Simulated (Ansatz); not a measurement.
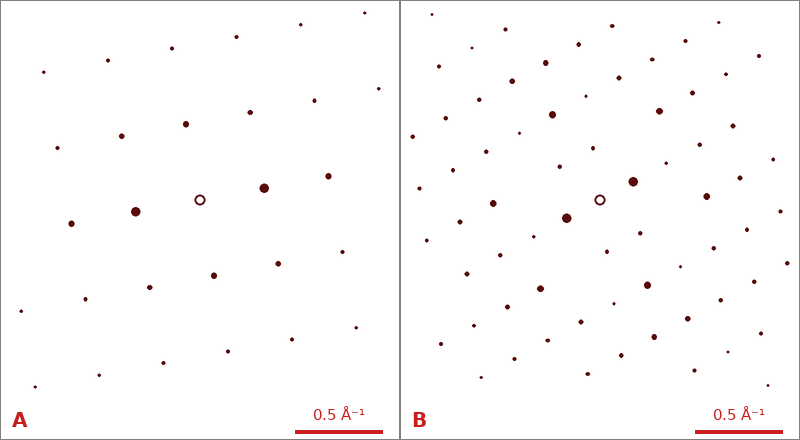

Kinematic electron diffraction patterns (120 kV, B = 0.5 Å², same scale, each along a low-index zone) of two structures of composition ScC3, each relaxed at zero pressure with DFT PBE, scalar-relativistic, plane waves, PAW in Ansatz 0.2.0. The runs are not spin-polarised.

The structures (standard cells):
1. P6_3/mmc (No. 194), a = 5.282 Å, c = 4.842 Å (hexagonal axes), 8 atoms; generated start, possibly hypothetical
2. P6_3/mmc (No. 194), a = 4.521 Å, c = 5.324 Å (hexagonal axes), 8 atoms; generated start, possibly hypothetical

Which pattern belongs to which structure, and along which zone?

A is structure 2 along [210] or an equivalent direction: rectangular net of 0 0 2 at d = 2.66 Å and 1 -2 0 at d = 2.26 Å, 90.0° apart (some points of this net are extinct or too weak to see). B is structure 1 along [101] or an equivalent direction: centred rectangular net of 0 1 0 at d = 4.57 Å and 1 0 -1 at d = 3.32 Å, 68.7° apart (some points of this net are extinct or too weak to see).

Rank the structures by their computed energy.

Structure 1 (P6_3/mmc, 14.62 Å³ an atom) is the lowest of these; structure 2 (P6_3/mmc, 11.78 Å³ an atom) lies about 240 meV an atom higher. These are static energies at 0 K; other structures, not shown, may lie lower still.
